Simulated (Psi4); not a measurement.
# OMP2/6-311+G(d,p) (density fitting for correlation) run of BCl2F (dichlorofluoroborane)

Aim: the vertical singlet–triplet gap of BCl2F (dichlorofluoroborane) at OMP2/6-311+G** (density fitting for correlation), from 2 runs. 

Program for the calculation: Psi4 1.11.

1 further run of the same task is left out (set aside as unsound or not needed).

### Step 1. The structure to begin with

BCl2F has 4 atoms, charge 0, and is taken as a singlet. SMILES: `FB(Cl)Cl`. The coordinates come from a PBE0-D4/def2-TZVP relaxation.

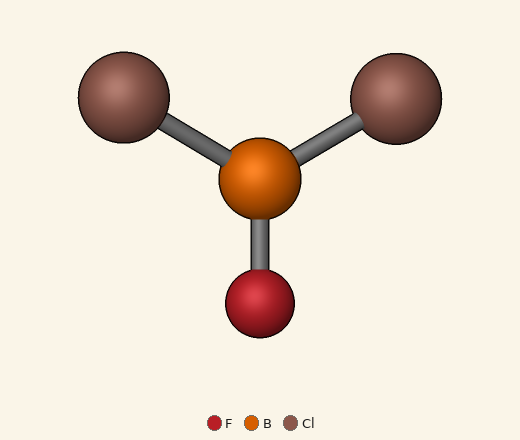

The structure, seen from a chosen angle (fluorine red, boron orange, chlorine brown).

### Step 2. A single-point energy at OMP2/6-311+G(d,p) (density fitting for correlation)

The input, bcl2f.xyz:

```xyz
4
BCl2F
F      0.114370    -1.165320    -0.781190
B      0.007910    -0.080610    -0.054040
Cl    -1.549540     0.373780     0.571420
Cl     1.427260     0.872140     0.263810
```

The input, run.py:

```python
import numpy as np
from ase.calculators.psi4 import Psi4
from ase.io import read

a = read('bcl2f.xyz')
calc = Psi4(atoms=a, method='omp2', basis='6-311+G**', memory='2200MB', num_threads=1, charge=0, multiplicity=1, label='bcl2f')
calc.psi4.set_options({'puream': True, 'e_convergence': 1e-09, 'd_convergence': 1e-08, 'scf_type': 'pk', 'num_frozen_docc': 12})
a.calc = calc

print(f'energy: {a.get_potential_energy():.6f} eV')
```

The run is started by

```
$ python run.py
```

bcl2f.dat:

```text
[...]
  Running in c1 symmetry.
[...]
  Nuclear repulsion =  181.669072785720459
[...]
  Multiplicity = 1
[...]
  Nalpha       = 24
  Nbeta        = 24
[...]
    Number of basis functions: 104
[...]
   @RHF iter   1: -1043.27078909814782   -4.42710e-01   3.46481e-03 ADIIS/DIIS
[...]
   @RHF iter  11: -1043.32026092159231   -5.91172e-12   4.85976e-09 DIIS
[...]
    Orbital Energies [Eh]
    ---------------------
    Doubly Occupied:
       1A   -104.861869     2A   -104.861868     3A    -26.347354
       4A    -10.590555     5A    -10.590535     6A     -8.058621
       7A     -8.058620     8A     -8.056293     9A     -8.056291
      10A     -8.055953    11A     -8.055952    12A     -7.788799
      13A     -1.666224    14A     -1.164908    15A     -1.126953
      16A     -0.824514    17A     -0.741229    18A     -0.722543
      19A     -0.668341    20A     -0.568078    21A     -0.527923
      22A     -0.515692    23A     -0.488075    24A     -0.474273
[...]
  @RHF Final Energy: -1043.32026092159231
   => Energetics <=
    Nuclear Repulsion Energy =            181.6690727857204593
    One-Electron Energy =               -1804.2357373337813442
    Two-Electron Energy =                 579.2464036264685774
    Total Energy =                      -1043.3202609215923076
[...]
 Multipole Moments:
 ------------------------------------------------------------------------------------
     Multipole            Electronic (a.u.)      Nuclear  (a.u.)        Total (a.u.)
 ------------------------------------------------------------------------------------
 L = 1.  Multiply by 2.5417464519 to convert [e a0] to [Debye]
 Dipole X            :          0.0691993           -0.0786930           -0.0094936
 Dipole Y            :         -0.7051027            0.8018151            0.0967124
 Dipole Z            :         -0.4726858            0.5375133            0.0648275
 Magnitude           :                                                    0.1168163
[...]
	Warning: cc_lambda option is changed to TRUE
	For this residual convergence, default PCG convergence is:     1.00e-07
[...]
	DF-MP2 Total Energy (a.u.)         : -1043.88722432706663
[...]
	DF-MP2 Total Energy (a.u.)         : -1043.89558174705394
[...]
	DF-OMP2 Total Energy (a.u.)        : -1043.89558174704939
[...]
```

On the terminal:

```text
energy: -28405.845644 eV
```

Wall time 23 s (1 thread of INTEL XEON PLATINUM 8581C at 2.10GHz (Emerald Rapids), shared host); peak memory 0.42 GiB.

### Step 3. The triplet at the same level

bcl2f.xyz is that of step 2.

The input, bcl2f_ase.py:

```python
import numpy as np
from ase.calculators.psi4 import Psi4
from ase.io import read

a = read('bcl2f.xyz')
calc = Psi4(atoms=a, method='omp2', basis='6-311+G**', memory='2200MB', num_threads=1, charge=0, multiplicity=3, label='calc', reference='uhf')
calc.psi4.set_options({'puream': True, 'e_convergence': 1e-09, 'd_convergence': 1e-08, 'scf_type': 'pk', 'num_frozen_docc': 12, 'maxiter': 100})
a.calc = calc

print(f'energy: {a.get_potential_energy():.6f} eV')
```

The run is started by

```
$ python bcl2f_ase.py
```

calc.dat:

```text
[...]
  Running in c1 symmetry.
[...]
  Nuclear repulsion =  181.669072785720459
[...]
  Multiplicity = 3
[...]
  Nalpha       = 25
  Nbeta        = 23
[...]
    Number of basis functions: 104
[...]
   @UHF iter   1: -1042.98983229950591   -1.61754e-01   3.44009e-03 ADIIS/DIIS
[...]
   @UHF iter  17: -1043.05067255129870    1.45519e-11   9.97773e-09 DIIS
[...]
   @S^2 Observed:                2.037569531E+00
[...]
    Orbital Energies [Eh]
    ---------------------
    Alpha Occupied:
       1A   -104.922739     2A   -104.922739     3A    -26.273704
       4A    -10.647997     5A    -10.647977     6A     -8.126565
       7A     -8.126563     8A     -8.111735     9A     -8.111734
      10A     -8.111397    11A     -8.111396    12A     -7.666331
      13A     -1.599011    14A     -1.213159    15A     -1.180059
      16A     -0.778371    17A     -0.695070    18A     -0.693884
      19A     -0.691810    20A     -0.577097    21A     -0.576006
      22A     -0.574789    23A     -0.555507    24A     -0.541250
      25A     -0.210297
    Alpha Virtual:
[...]
  @UHF Final Energy: -1043.05067255129870
   => Energetics <=
    Nuclear Repulsion Energy =            181.6690727857204593
    One-Electron Energy =               -1803.5440647702275783
    Two-Electron Energy =                 578.8243194332085295
    Total Energy =                      -1043.0506725512987032
  UHF NO Occupations:
  HONO-2 :   23  A 1.9880143
  HONO-1 :   24  A 1.0000000
[...]
 Multipole Moments:
 ------------------------------------------------------------------------------------
     Multipole            Electronic (a.u.)      Nuclear  (a.u.)        Total (a.u.)
 ------------------------------------------------------------------------------------
 L = 1.  Multiply by 2.5417464519 to convert [e a0] to [Debye]
 Dipole X            :          0.0138057           -0.0786930           -0.0648873
 Dipole Y            :         -0.1405797            0.8018151            0.6612355
 Dipole Z            :         -0.0942269            0.5375133            0.4432864
 Magnitude           :                                                    0.7987149
[...]
	Warning: cc_lambda option is changed to TRUE
	For this residual convergence, default PCG convergence is:     1.00e-07
[...]
	DF-SCS-MP2 Total Energy (a.u.)     : -1043.59406623165273
	DF-SOS-MP2 Total Energy (a.u.)     : -1043.58239190455129
[...]
	DF-SCS-OMP2 Total Energy (a.u.)    : -1043.60301690230676
	DF-SOS-OMP2 Total Energy (a.u.)    : -1043.54765670045049
	DF-SCS(N)-OMP2 Total Energy (a.u.) : -1043.32973240194769
[...]
	DF-OMP2 Total Energy (a.u.)        : -1043.62869961216848
[...]
```

The script printed:

```text
energy: -28398.583411 eV
```

It took 60 s on 1 thread of INTEL XEON PLATINUM 8581C at 2.10GHz (Emerald Rapids), shared host; peak memory 0.42 GiB.

### Step 4. Summary of results

Level: OMP2/6-311+G** (density fitting for correlation), 12 core orbitals frozen.

| quantity | value |
| --- | --- |
| singlet: total energy | -1043.89558 Eh |
| singlet: HOMO energy (Hartree–Fock orbitals) | -12.91 eV |
| singlet: LUMO energy (Hartree–Fock orbitals) | 1.26 eV |
| singlet: HOMO–LUMO gap (Hartree–Fock orbitals) | 14.17 eV |
| singlet: correlation energy (12 core orbitals frozen) | -575.3 mEh |
| triplet: total energy | -1043.62870 Eh |
| triplet: HOMO energy (Hartree–Fock orbitals) (highest over α and β) | -5.72 eV |
| triplet: LUMO energy (Hartree–Fock orbitals) (lowest over α and β) | -4.58 eV |
| triplet: correlation energy (12 core orbitals frozen) | -578.0 mEh |
| triplet: ⟨S²⟩ of the reference determinant | 2.038 |
| vertical energy of the triplet above the singlet | 7.262 eV |

**Reading.** At this shape the triplet lies 7.26 eV (167 kcal/mol) above the singlet.
